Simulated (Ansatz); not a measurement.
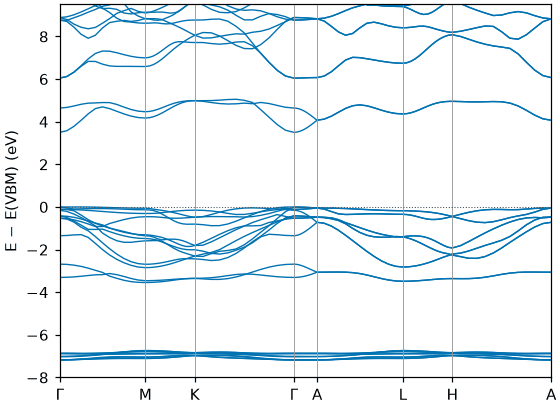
Figure. Band structure from r²SCAN+D4 in the plane-wave PAW code Ansatz

Q: Read off the gap and where the band edges lie.

A: About 3.5 eV (3.50 eV by a search for the band edges); maximum on the Γ–M line, 22 % of the way from Γ, minimum at Γ.

Q: Which compound is it?
A) C3H, P6/mmm (C on 6l, C on 6l, H on 6l, C on 6l)
B) Si2MoN4, P6_3/mmc (Mo on 2c, N on 4f, Si on 4f, N on 4e)
C) GaN, P6_422 (Ga on 3d, N on 3c)
D) CdBr2, P6_3mc (Cd on 2b, Br on 2a, Br on 2b)

A: D, CdBr2, P6_3mc (Cd on 2b, Br on 2a, Br on 2b)

The workflow started from a Materials Project entry (that database holds measured and hypothetical structures alike); the Crystallography Open Database files this formula in space group No. 186, but the cells were not matched. Whether it is the stable phase at ambient conditions was not checked. The cell was relaxed with r²SCAN+D4 under the symmetry of its start; its stability against distortions is not shown here. Spin–orbit coupling is left out wherever it is not named.

Potentials: the later of the program's two PAW sets.
